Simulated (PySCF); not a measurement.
C₄H₁₈BNSi₂

```xyz
26

C     3.9240    0.4221   -0.0339
C     2.7637   -0.4543    0.4232
C     1.4394   -0.0470   -0.2213
C     0.2672   -0.9208    0.2382
B    -1.1925   -0.5103   -0.3739
Si   -2.6201   -1.7774    0.1400
N    -1.5543    0.9710    0.3611
Si   -2.8145    2.0073   -0.3699
H     4.8513    0.1128    0.4439
H     4.0536    0.3519   -1.1119
H     3.7411    1.4654    0.2192
H     2.6692   -0.3889    1.5107
H     2.9763   -1.4962    0.1741
H     1.5313   -0.1163   -1.3077
H     1.2552    1.0088    0.0186
H     0.5011   -1.9506   -0.0459
H     0.2501   -0.9170    1.3359
H    -1.1279   -0.2510   -1.5401
H    -2.9601   -1.6838    1.5869
H    -3.9475   -1.5709   -0.4831
H    -2.3622   -3.2099   -0.0681
H    -1.7610    0.7300    1.3264
H    -0.6484    1.4354    0.3679
H    -4.0559    1.2514   -0.3517
H    -2.8826    3.1922    0.4960
H    -2.3176    2.3688   -1.6914
```

Geometry: GFN2-xTB.

The calculation used PBE0/pcSseg-1, SCF density, gas phase, non-relativistic (PySCF 2.14.0).

Q: What will maps of the electron density and electron localisation function show?

A: C–C (1.52 Å): ρ is about 1.6 e/Å³ halfway; the ELF peaks at about 0.95 between the atoms (a covalent bond).
C–B (1.64 Å): the density is about 1.2 e/Å³ at the midpoint; the ELF peaks at about 0.95 between the atoms; a covalent bond.
Si–B (1.98 Å): the density is about 0.82 e/Å³ at the midpoint; the ELF peaks at about 1 between the atoms; a shared electron pair.

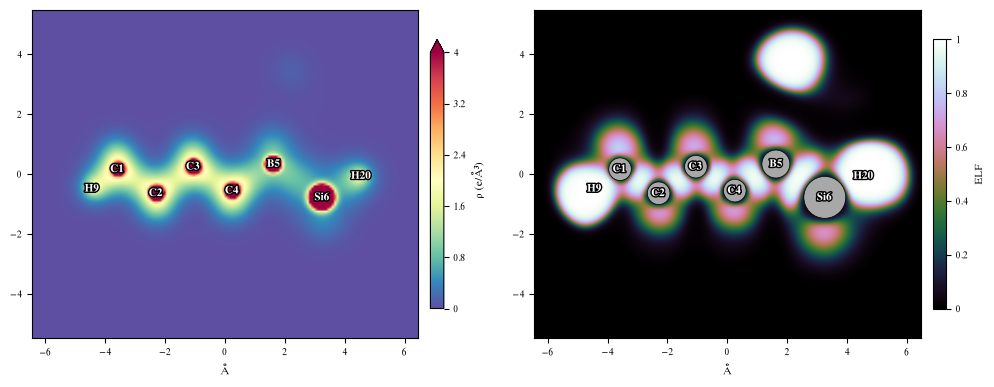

Computed electron density and electron localisation function on the plane of atoms C4, B5 and Si6, in this order. Grey discs cover the atomic cores in the ELF map. 
